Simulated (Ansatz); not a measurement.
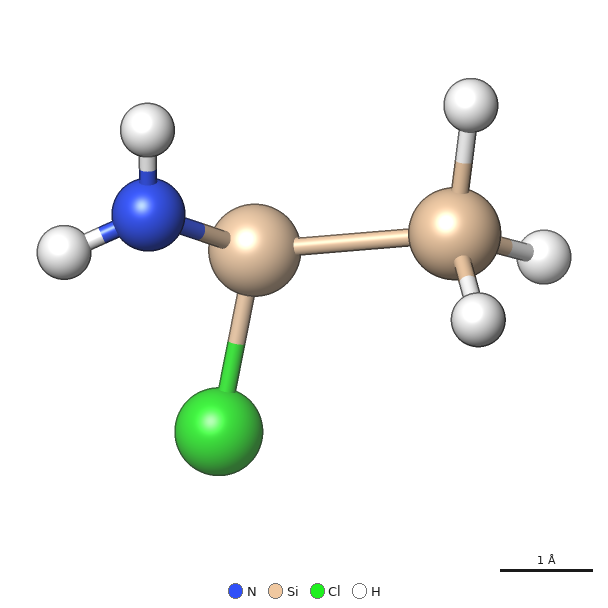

State: neutral, doublet. The geometry was computed by an optimisation with PBE0-D4/def2-TZVP.

What is the molecular formula?

Answer. ClH5NSi2, 9 atoms: 1 chlorine, 5 hydrogen, 1 nitrogen and 2 silicon.

Does it have rings?

Answer. It has no ring.

How many sets of symmetry-equivalent atoms are there?

Answer. 9: 1 N, 1 Si, 1 Si, 1 Cl, 1 H, 1 H, 1 H, 1 H, 1 H.

What is the point group of this geometry?

Answer. C1.

More results for the same structure follow; atom numbers are the same in all pictures, views and colours differ.

Geometry

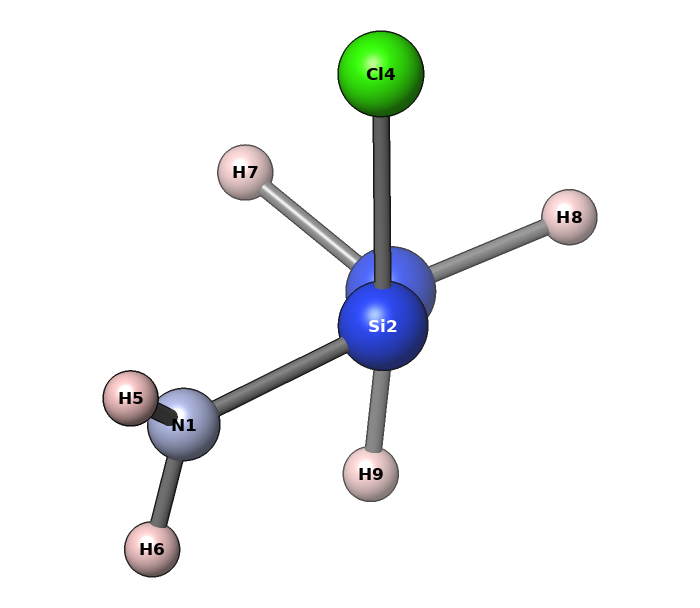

Si3 lies behind Si2. The molecule seen nearly along the Si2–Si3 bond, Si2 in front. Atoms fade into the background with distance from the viewer.

What is the torsion angle Cl4–Si2–Si3–H7? The sign is positive where the front bond must turn clockwise to cover the back bond.

Answer. −53°, synclinal (gauche).

Vibrations

Harmonic vibrations computed with UKS PBE0-D4/def2-TZVP (Ansatz 0.2.0) at a stationary point of the same level.

List the wavenumbers.

Answer. 21 modes: 92, 106, 148, 174, 255, 371, 388, 490, 510, 533, 802, 842, 874, 930, 933, 1567, 2204, 2217, 2235, 3588, 3690 cm⁻¹.

Dipole moment

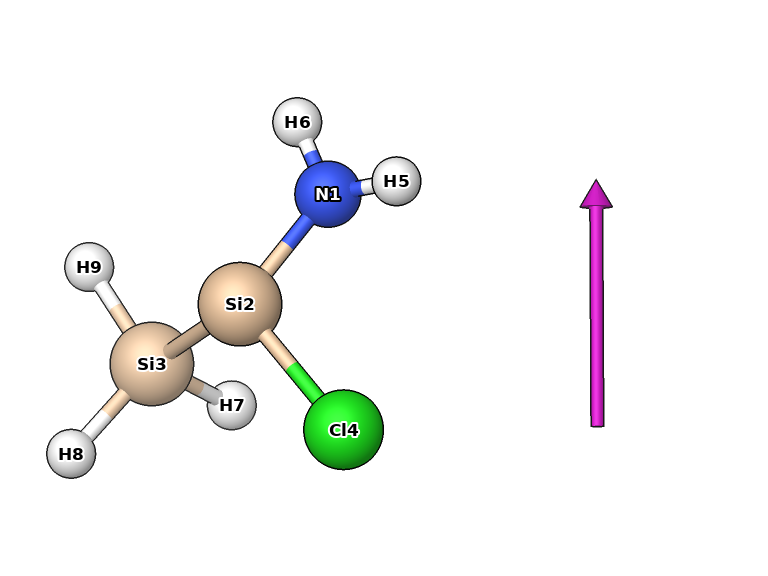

The arrow beside the molecule shows the direction of the dipole moment, from the negative to the positive end (its length means nothing). Level of theory: UKS ωB97M-V/def2-TZVPP (Ansatz 0.2.0).

How large is the dipole moment?

Answer. 2.32 D; it points from the side of Cl4, H8 to the side of H6 (the outermost atoms at the two ends).

Electronic properties

Level of theory: UKS HSE06-D4/def2-TZVPP (Ansatz 0.2.0).

What does the calculation give?

- HOMO energy (Kohn–Sham orbital): −5.05 eV
- ⟨S²⟩ of the determinant: 0.755
- dispersion correction: −18.5 kJ/mol

Charges

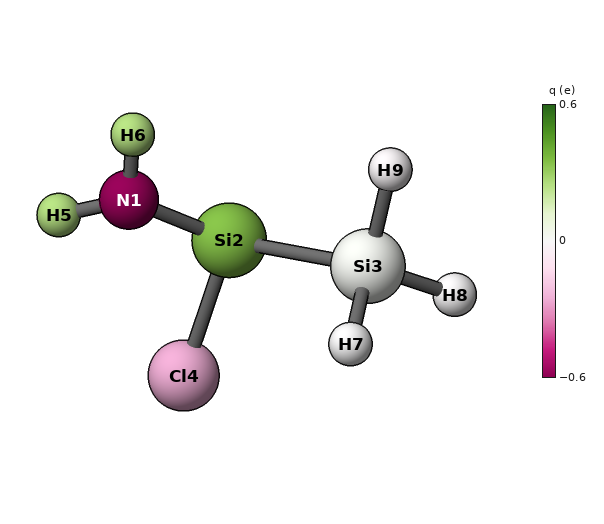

Atoms are coloured by their Mulliken charges. Level of theory: UKS PBE0-D4/def2-TZVP (Ansatz 0.2.0).

Give the Mulliken charges atom by atom.

```csv
atom,value (e)
N1,−0.58
Si2,0.34
Si3,0.02
Cl4,−0.25
H5,0.25
H6,0.25
H7,0.00
H8,−0.01
H9,−0.02
```

Mulliken values depend strongly on the basis set and can even reverse the polarity of a bond.
